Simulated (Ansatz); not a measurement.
**BNH2+ (quartet): one geometry, many settings**

Aim: run BNH2+ (quartet) at one geometry under a spread of methods and options, and see what each costs and gives.

Computed with Ansatz 0.2.0, Gaussian basis. Level: the settings change from run to run.

22 further runs of the same task are left out: 9 that didn't finish, 13 set aside as unsound or not needed.

**1. The system**

The geometry is a PBE0/def2-TZVP stationary point (not a proven minimum) of the parent state, kept for this charge and spin.

4 atoms, charge 1, spin multiplicity 4.

Atoms are counted from 1 here; the program's logs count them from 0.

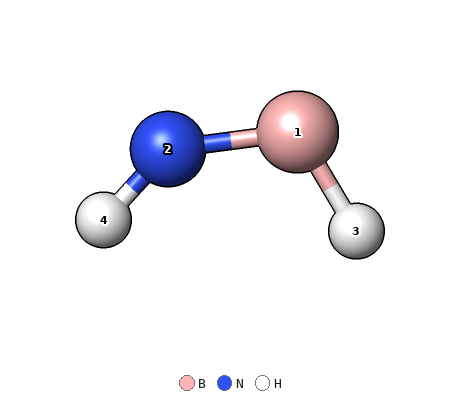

The structure; boron pink, nitrogen blue, hydrogen white; atoms are numbered from 1 in the order of the file.

**2. MP2 on ROHF/6-31G***

File in.yaml:

```yaml
crystal:
  periodic: [false, false, false]
  atoms:
    - {symbol: B, position_ang: [0.000000, -0.124007, 0.773899]}
    - {symbol: N, position_ang: [0.000000, -0.022422, -0.597982]}
    - {symbol: H, position_ang: [0.000000, 0.956413, 1.330586]}
    - {symbol: H, position_ang: [0.000000, 0.685254, -1.321528]}
basis:
  gaussian: {orbitals: "6-31G*"}
total_charge: 1
magnetization: {spin_polarized: false, initial_magnetization: 3}
correlation: {method: mp2, electrons: outside_noble_gas}
accuracy: high
```

Run with:

```console
$ ansatz run in.yaml --threads 1 --pin off --events-out ev --progress --plain --max-ram 2393MiB
```

Standard output:

```text
Functional definition: HF
  name "HF"
  cite "Fock, Z. Phys. 61, 126 (1930) doi:10.1007/BF01340294"
  parent pbe
  exchange = exact_x
  correlation = 0
687 factors; integrals over basis functions are off by at most 3.4e-9 eV
mean field evaluation 1: about -2169.4741 eV, gradient 2.1e1 eV
mean field evaluation 2: about -2169.4756 eV, gradient 2.1e1 eV
mean field evaluation 4: about -2171.9053 eV, gradient 3.4e0 eV
mean field evaluation 8: about -2172.2020 eV, gradient 2.4e-1 eV
mean field evaluation 16: about -2168.8529 eV, gradient 1.6e-1 eV
mean field -2172.20263984 eV, -79.8269746425 hartree, gradient 1.4e-8 eV, S^2 3.750000; 2 other end points of the search recorded, 0 dependent functions left out
mean field evaluation 32: about -2172.3905 eV, gradient 2.2e-1 eV
2 core orbitals not correlated: weight in the atoms' cores, before any rotation towards them, 1.000 or more for the frozen orbitals, at most 0.000 for the correlated occupied ones
reference -2172.20263984 eV, -79.8269746425 hartree; 6, 3 occupied and 26, 29 virtual orbitals, 687 factors
second order -3.85036550 eV of doubles, -0.11681321 eV of singles
Total energy: -2176.16981856 eV, -79.9727657711 hartree
```

It took 0.36 s on 1 thread of Arm Neoverse V2, shared host.

**3. MP2 on UHF/cc-pVDZ**

Edit in.yaml of step 2 so:

```diff
@@ -8,6 +8,6 @@
 basis:
-  gaussian: {orbitals: "6-31G*"}
+  gaussian: {orbitals: cc-pVDZ}
 total_charge: 1
-magnetization: {spin_polarized: false, initial_magnetization: 3}
+magnetization: {spin_polarized: true, initial_magnetization: 3}
 correlation: {method: mp2, electrons: outside_noble_gas}
-accuracy: high
+output: {forces: true}
```

Same command.

Standard output, cut to the lines that bear on the results:

```text
Functional definition: HF
  name "HF"
  cite "Fock, Z. Phys. 61, 126 (1930) doi:10.1007/BF01340294"
  parent pbe
[...]
355 factors; integrals over basis functions are off by at most 1.1e-3 eV
[...]
mean field -2172.59315610 eV, -79.8413258503 hartree, gradient 2.1e-6 eV, S^2 3.762851; 2 other end points of the search recorded, 0 dependent functions left out
2 core orbitals not correlated: weight in the atoms' cores, before any rotation towards them, 1.000 or more for the frozen orbitals, at most 0.000 for the correlated occupied ones
reference -2172.59315610 eV, -79.8413258503 hartree; 6, 3 occupied and 30, 33 virtual orbitals, 355 factors
second order -3.95576068 eV of doubles, -0.00000000 eV of singles
[...]
Total energy: -2176.54891678 eV, -79.9866973739 hartree
Atom 0 at     0.000000    -0.124007     0.773899 Å, force     0.000000    -0.738154     6.749306 eV/Å
Atom 1 at     0.000000    -0.022422    -0.597982 Å, force    -0.000000    -0.116775    -5.372555 eV/Å
Atom 2 at     0.000000     0.956413     1.330586 Å, force    -0.000000    -0.041414    -0.299281 eV/Å
Atom 3 at     0.000000     0.685254    -1.321528 Å, force     0.000000     0.896342    -1.077470 eV/Å
Dipole moment:     0.000000     0.225063    -0.334863 e Å
```

Run time: 0.3 s. Hardware: 1 thread of Arm Neoverse V2, shared host.

From the report: ⟨S²⟩ of the determinant 3.763 (pure quartet: 3.75).

**4. BCCD(T) on UHF/cc-pVDZ**

Edit in.yaml of step 3 so:

```diff
@@ -11,3 +11,2 @@
 magnetization: {spin_polarized: true, initial_magnetization: 3}
-correlation: {method: mp2, electrons: outside_noble_gas}
-output: {forces: true}
+correlation: {method: bccd_t, electrons: all, diis_vectors: 1}
```

The command is unchanged.

Standard output, cut to the lines that bear on the results:

```text
Functional definition: HF
  name "HF"
  cite "Fock, Z. Phys. 61, 126 (1930) doi:10.1007/BF01340294"
  parent pbe
[...]
355 factors; integrals over basis functions are off by at most 1.1e-3 eV
[...]
mean field -2172.59315610 eV, -79.8413258503 hartree, gradient 2.1e-6 eV, S^2 3.762851; 3 other end points of the search recorded, 0 dependent functions left out
determinant -2172.59315610 eV, -79.8413258503 hartree, with singles and doubles -2177.50984753 eV, -80.0220109275 hartree
determinant -2169.82608960 eV, -79.7396380318 hartree, with singles and doubles -2174.80201639 eV, -79.9224999687 hartree
determinant -2169.26151603 eV, -79.7188903360 hartree, with singles and doubles -2174.61453058 eV, -79.9156099922 hartree
reference -2172.59315610 eV, -79.8413258503 hartree; 8, 5 occupied and 30, 33 virtual orbitals, 355 factors
second order -4.05677318 eV of doubles, -0.00000000 eV of singles
cycle   1  -4.91154475 eV  change    5.1e-3 eV  update   7.6e-3
[...]
cycle  11  -4.90913671 eV  change   -5.8e-6 eV  update   4.9e-6
perturbative correction -0.11079940 eV, -0.0040718027 hartree
Total energy: -2177.61309221 eV, -80.0258050995 hartree
```

It took 1.7 s on 1 thread of Arm Neoverse V2, shared host.

From the report: ⟨S²⟩ of the determinant 3.763 (pure quartet: 3.75); correlation -5.0199 eV; largest double amplitude 0.04.

**5. BCCD(T) on ROHF/cc-pVDZ**

Edit in.yaml of step 4 so:

```diff
@@ -10,3 +10,5 @@
 total_charge: 1
-magnetization: {spin_polarized: true, initial_magnetization: 3}
-correlation: {method: bccd_t, electrons: all, diis_vectors: 1}
+magnetization: {spin_polarized: false, initial_magnetization: 3}
+correlation: {method: bccd_t, electrons: outside_noble_gas}
+accuracy: high
+scf: {omitted_lower_state_checks: [cluster_reference]}
```

The command is unchanged.

Standard output, cut to the lines that bear on the results:

```text
Functional definition: HF
  name "HF"
  cite "Fock, Z. Phys. 61, 126 (1930) doi:10.1007/BF01340294"
  parent pbe
[...]
811 factors; integrals over basis functions are off by at most 3.3e-9 eV
[...]
mean field -2172.40470531 eV, -79.8344004114 hartree, gradient 2.1e-8 eV, S^2 3.750000; 2 other end points of the search recorded, 0 dependent functions left out
2 core orbitals not correlated: weight in the atoms' cores, before any rotation towards them, 1.000 or more for the frozen orbitals, at most 0.000 for the correlated occupied ones
reference -2172.40470531 eV, -79.8344004114 hartree; 6, 3 occupied and 30, 33 virtual orbitals, 811 factors
second order -4.02159590 eV of doubles, -0.11728167 eV of singles
cycle   1  -4.75773612 eV  change   -6.2e-1 eV  update   5.8e-2
[...]
cycle  26  -5.00099827 eV  change  -1.4e-10 eV  update  3.0e-10
perturbative correction -0.10911531 eV, -0.0040099138 hartree
Total energy: -2177.51481889 eV, -80.0221936216 hartree
Checks for a lower state left out: cluster_reference
```

It took 1.7 s on 1 thread of Arm Neoverse V2, shared host.

From the report: correlation -5.1101 eV; largest double amplitude 0.04.

**6. CCSD(T)/cc-pVDZ**

File in.yaml:

```yaml
crystal:
  periodic: [false, false, false]
  atoms:
    - {symbol: B, position_ang: [0.000000, -0.124007, 0.773899]}
    - {symbol: N, position_ang: [0.000000, -0.022422, -0.597982]}
    - {symbol: H, position_ang: [0.000000, 0.956413, 1.330586]}
    - {symbol: H, position_ang: [0.000000, 0.685254, -1.321528]}
basis:
  gaussian: {orbitals: cc-pVDZ, fitting: {mean_field: def2-universal-jkfit}}
total_charge: 1
magnetization: {spin_polarized: true, initial_magnetization: 3}
hamiltonian: {xc: {name: r2SCAN}}
correlation: {method: ccsd_t, electrons: outside_noble_gas}
scf: {lower_state_search: full}
output: {forces: true}
```

The command is unchanged.

Standard output, cut to the lines that bear on the results:

```text
Functional definition: r2SCAN
  name "r2SCAN"
  cite "Furness, Kaplan, Ning, Perdew & Sun, J. Phys. Chem. Lett. 11, 8208 (2020) doi:10.1021/acs.jpclett.0c02405"
  cite "Furness, Kaplan, Ning, Perdew & Sun, J. Phys. Chem. Lett. 11, 9248 (2020) doi:10.1021/acs.jpclett.0c03077"
  parent r2scan
[...]
188 factors; integrals over basis functions are off by at most 2.8e-1 eV
[...]
mean field -2182.38003371 eV, -80.2009869686 hartree, gradient 4.6e-6 eV, S^2 3.757444; 5 other end points of the search recorded, 0 dependent functions left out
2 core orbitals not correlated: weight in the atoms' cores, before any rotation towards them, 1.000 or more for the frozen orbitals, at most 0.000 for the correlated occupied ones
reference -2172.07667376 eV, -79.8223454741 hartree; 6, 3 occupied and 30, 33 virtual orbitals, 188 factors
second order -4.42412205 eV of doubles, -0.23982497 eV of singles
cycle   1  -5.06923238 eV  change   -4.0e-1 eV  update   5.1e-2
[...]
cycle  13  -5.29823379 eV  change    1.1e-6 eV  update   7.8e-7
perturbative correction -0.11639701 eV, -0.0042775111 hartree
[...]
Total energy: -2177.49130455 eV, -80.0213294857 hartree
Atom 0 at     0.000000    -0.124007     0.773899 Å, force     0.000000    -1.090020     6.444737 eV/Å
Atom 1 at     0.000000    -0.022422    -0.597982 Å, force     0.000000    -0.274458    -5.086036 eV/Å
Atom 2 at     0.000000     0.956413     1.330586 Å, force    -0.000000     0.309178    -0.171319 eV/Å
Atom 3 at     0.000000     0.685254    -1.321528 Å, force    -0.000000     1.055299    -1.187382 eV/Å
Dipole moment:    -0.000000     0.237098    -0.298022 e Å
```

Run time: 5.5 s. Hardware: 1 thread of Arm Neoverse V2, shared host.

From the report: ⟨S²⟩ of the determinant 3.757 (pure quartet: 3.75); correlation -5.4146 eV; T1 0.029; largest double amplitude 0.05. The orbitals are Kohn-Sham ones, so correlation energy and T1 don't compare with those on Hartree-Fock orbitals.

**7. NEVPT2(3,6)/cc-pVDZ**

File in.yaml:

```yaml
crystal:
  periodic: [false, false, false]
  atoms:
    - {symbol: B, position_ang: [0.000000, -0.124007, 0.773899]}
    - {symbol: N, position_ang: [0.000000, -0.022422, -0.597982]}
    - {symbol: H, position_ang: [0.000000, 0.956413, 1.330586]}
    - {symbol: H, position_ang: [0.000000, 0.685254, -1.321528]}
basis:
  gaussian: {orbitals: cc-pVDZ}
total_charge: 1
magnetization: {spin_polarized: false, initial_magnetization: 3}
correlation: {method: sc_nevpt2, electrons: outside_noble_gas, active_space: {window: {electrons: 3, orbitals: 6}, states: [{multiplicity: 4, weights: [1, 0.5]}]}}
```

Same command.

Standard output:

```text
Functional definition: HF
  name "HF"
  cite "Fock, Z. Phys. 61, 126 (1930) doi:10.1007/BF01340294"
  parent pbe
  exchange = exact_x
  correlation = 0
701 factors; integrals over basis functions are off by at most 2.1e-7 eV
mean field evaluation 1: about -2169.7800 eV, gradient 2.0e1 eV
mean field evaluation 2: about -2169.7809 eV, gradient 2.0e1 eV
mean field evaluation 4: about -2172.1216 eV, gradient 3.3e0 eV
mean field evaluation 8: about -2172.4041 eV, gradient 2.2e-1 eV
mean field evaluation 16: about -2169.1540 eV, gradient 1.1e-2 eV
mean field -2172.40470526 eV, -79.8344004095 hartree, gradient 2.3e-6 eV, S^2 3.750000; 2 other end points of the search recorded, 0 dependent functions left out
reference -2172.40470526 eV, -79.8344004095 hartree; 8, 5 occupied and 30, 33 virtual orbitals, 701 factors
state -2172.46954935 eV, -79.8367833858 hartree
state -2169.34230731 eV, -79.7218593608 hartree
state -2172.46954935 eV, -79.8367833858 hartree; corrected -2176.56778482 eV, -79.9873907615 hartree
state -2169.34230731 eV, -79.7218593608 hartree; corrected -2173.66859459 eV, -79.8808474857 hartree
Total energy: -2175.60138808 eV, -79.9518763363 hartree
```

It took 0.9 s on 1 thread of Arm Neoverse V2, shared host.

From the report: 10 determinants; active occupations (of the averaged states) 1.00, 1.00, 0.67, 0.33, 0.00, 0.00.

**8. FCI/STO-3G**

File in.yaml:

```yaml
crystal:
  periodic: [false, false, false]
  atoms:
    - {symbol: B, position_ang: [0.000000, -0.124007, 0.773899]}
    - {symbol: N, position_ang: [0.000000, -0.022422, -0.597982]}
    - {symbol: H, position_ang: [0.000000, 0.956413, 1.330586]}
    - {symbol: H, position_ang: [0.000000, 0.685254, -1.321528]}
basis:
  gaussian: {orbitals: STO-3G, fitting: {mean_field: def2-universal-jkfit}}
total_charge: 1
magnetization: {spin_polarized: false, initial_magnetization: 3}
hamiltonian: {pseudopotentials: {relativity: scalar}}
correlation: {method: fci, electrons: all}
output: {forces: true}
```

Same command.

Standard output, cut to the lines that bear on the results:

```text
Functional definition: HF
  name "HF"
  cite "Fock, Z. Phys. 61, 126 (1930) doi:10.1007/BF01340294"
  parent pbe
[...]
188 factors; integrals over basis functions are off by at most 4.4e-3 eV
[...]
mean field -2146.52700016 eV, -78.8834122877 hartree, gradient 1.8e-6 eV, S^2 3.750000; 0 other end points of the search recorded, 0 dependent functions left out
[...]
reference -2146.52700016 eV, -78.8834122877 hartree; 8, 5 occupied and 4, 7 virtual orbitals, 188 factors
state -2148.32158532 eV, -78.9493620760 hartree
[...]
Total energy: -2148.32158532 eV, -78.9493620760 hartree
Relativity: scalar
Atom 0 at     0.000000    -0.124007     0.773899 Å, force     0.000000    -0.953223     9.272708 eV/Å
Atom 1 at     0.000000    -0.022422    -0.597982 Å, force     0.000000    -2.128072    -5.867764 eV/Å
Atom 2 at     0.000000     0.956413     1.330586 Å, force    -0.000000     0.050489    -0.190654 eV/Å
Atom 3 at     0.000000     0.685254    -1.321528 Å, force    -0.000000     3.030805    -3.214290 eV/Å
Dipole moment:     0.000000     0.165967    -0.296546 e Å
```

Run time: 1.3 s. Hardware: 1 thread of Arm Neoverse V2, shared host.

From the report: 196,380 determinants, symmetry A''.

**9. BCCD(T) on ROHF/def2-mTZVP**

Edit in.yaml of step 8 so:

```diff
@@ -8,7 +8,6 @@
 basis:
-  gaussian: {orbitals: STO-3G, fitting: {mean_field: def2-universal-jkfit}}
+  gaussian: {orbitals: def2-mTZVP, fitting: {mean_field: def2-universal-jkfit}}
 total_charge: 1
 magnetization: {spin_polarized: false, initial_magnetization: 3}
-hamiltonian: {pseudopotentials: {relativity: scalar}}
-correlation: {method: fci, electrons: all}
+correlation: {method: bccd_t, electrons: all, diis_vectors: 2}
 output: {forces: true}
```

The command is unchanged.

Standard output, cut to the lines that bear on the results:

```text
Functional definition: HF
  name "HF"
  cite "Fock, Z. Phys. 61, 126 (1930) doi:10.1007/BF01340294"
  parent pbe
[...]
188 factors; integrals over basis functions are off by at most 4.4e-1 eV
[...]
mean field -2172.84047276 eV, -79.8504145697 hartree, gradient 1.2e-6 eV, S^2 3.750000; 3 other end points of the search recorded, 0 dependent functions left out
[...]
determinant -2172.84047276 eV, -79.8504145697 hartree, with singles and doubles -2178.67284761 eV, -80.0647503920 hartree
determinant -2169.82077627 eV, -79.7394427704 hartree, with singles and doubles -2176.04920330 eV, -79.9683332422 hartree
determinant -2169.45774724 eV, -79.7261016999 hartree, with singles and doubles -2175.79538716 eV, -79.9590056710 hartree
reference -2172.84047276 eV, -79.8504145697 hartree; 8, 5 occupied and 36, 39 virtual orbitals, 188 factors
second order -4.89975586 eV of doubles, -0.12023687 eV of singles
cycle   1  -5.86348809 eV  change   -6.5e-1 eV  update   2.0e-2
[...]
cycle  17  -5.87773460 eV  change   -5.3e-7 eV  update   6.7e-7
perturbative correction -0.12596201 eV, -0.0046290186 hartree
[...]
Total energy: -2178.84416938 eV, -80.0710463509 hartree
Atom 0 at     0.000000    -0.124007     0.773899 Å, force    -0.000000    -0.671293     6.119027 eV/Å
Atom 1 at     0.000000    -0.022422    -0.597982 Å, force     0.000000    -0.093393    -4.776388 eV/Å
Atom 2 at     0.000000     0.956413     1.330586 Å, force     0.000000    -0.069514    -0.320204 eV/Å
Atom 3 at     0.000000     0.685254    -1.321528 Å, force    -0.000000     0.834201    -1.022435 eV/Å
Dipole moment:     0.000000     0.267382    -0.293580 e Å
```

It took 4.6 s on 1 thread of Arm Neoverse V2, shared host.

From the report: correlation -6.0037 eV; largest double amplitude 0.04.

**10. CCSD(T) on UHF/6-31G***

File in.yaml:

```yaml
crystal:
  periodic: [false, false, false]
  atoms:
    - {symbol: B, position_ang: [0.000000, -0.124007, 0.773899]}
    - {symbol: N, position_ang: [0.000000, -0.022422, -0.597982]}
    - {symbol: H, position_ang: [0.000000, 0.956413, 1.330586]}
    - {symbol: H, position_ang: [0.000000, 0.685254, -1.321528]}
basis:
  gaussian: {orbitals: "6-31G*"}
total_charge: 1
magnetization: {spin_polarized: true, initial_magnetization: 3}
correlation: {method: ccsd_t, electrons: outside_noble_gas}
scf: {lower_state_search: full}
```

Same command.

Standard output, cut to the lines that bear on the results:

```text
Functional definition: HF
  name "HF"
  cite "Fock, Z. Phys. 61, 126 (1930) doi:10.1007/BF01340294"
  parent pbe
[...]
341 factors; integrals over basis functions are off by at most 1.0e-3 eV
[...]
mean field -2172.39149374 eV, -79.8339148950 hartree, gradient 2.1e-6 eV, S^2 3.762777; 7 other end points of the search recorded, 0 dependent functions left out
determinant -2172.39149374 eV, -79.8339148950 hartree, with singles and doubles -2177.00128322 eV, -80.0033215338 hartree
determinant -2169.63082164 eV, -79.7324620667 hartree, with singles and doubles -2174.33428736 eV, -79.9053112437 hartree
determinant -2168.95579282 eV, -79.7076552150 hartree, with singles and doubles -2174.11767110 eV, -79.8973507429 hartree
2 core orbitals not correlated: weight in the atoms' cores, before any rotation towards them, 1.000 or more for the frozen orbitals, at most 0.000 for the correlated occupied ones
reference -2172.39149374 eV, -79.8339148950 hartree; 6, 3 occupied and 26, 29 virtual orbitals, 341 factors
second order -3.78510713 eV of doubles, -0.00000000 eV of singles
cycle   1  -4.60953621 eV  change    2.5e-4 eV  update   1.6e-3
[...]
cycle   7  -4.61079706 eV  change   -6.7e-6 eV  update   1.1e-5
perturbative correction -0.09438893 eV, -0.0034687293 hartree
Total energy: -2177.09667973 eV, -80.0068272910 hartree
```

Run time: 0.93 s. Hardware: 1 thread of Arm Neoverse V2, shared host.

From the report: ⟨S²⟩ of the determinant 3.763 (pure quartet: 3.75); correlation -4.7052 eV; T1 0.028; largest double amplitude 0.04.

**11. All runs side by side**

Where basis and cores are those of an earlier UCCSDT(Q)/cc-pVDZ run (-2177.5445 eV), and the state is the same kind, the miss against it is given.

```
                                       level         correlated  functions  energy (eV)  from UCCSDT(Q) (meV)    time
                          MP2 on ROHF/6-31G*  outside noble gas         34   -2176.1698                        0.36 s
                          MP2 on UHF/cc-pVDZ  outside noble gas         38   -2176.5489                 995.6   0.3 s
                      BCCD(T) on UHF/cc-pVDZ                all         38   -2177.6131                         1.7 s
                     BCCD(T) on ROHF/cc-pVDZ  outside noble gas         38   -2177.5148                  29.7   1.7 s
        CCSD(T)/cc-pVDZ (on r2SCAN orbitals)  outside noble gas         38   -2177.4913                  53.2   5.5 s
NEVPT2(3,6)/cc-pVDZ (mean of several states)  outside noble gas         38   -2175.6014                         0.9 s
                 FCI/STO-3G (relativity set)                all         12   -2148.3216                         1.3 s
                  BCCD(T) on ROHF/def2-mTZVP                all         44   -2178.8442                         4.6 s
                       CCSD(T) on UHF/6-31G*  outside noble gas         34   -2177.0967                        0.93 s
```

**12. Results**

| quantity | value |
| --- | --- |
| runs | 9 |
| quickest | MP2 on UHF/cc-pVDZ, 0.3 s |
| slowest | CCSD(T)/cc-pVDZ (on r2SCAN orbitals), 5.5 s |

In words: Total energies in different bases, with other cores or another treatment of relativity can't be set against each other. CCSD(T)/cc-pVDZ (on r2SCAN orbitals) took 18 times as long as MP2 on UHF/cc-pVDZ; the jobs differ in more than the method. Among the correlated runs with a miss given, it spans +30 to +996 meV. Cores frozen from Kohn-Sham orbitals shift the total energy.
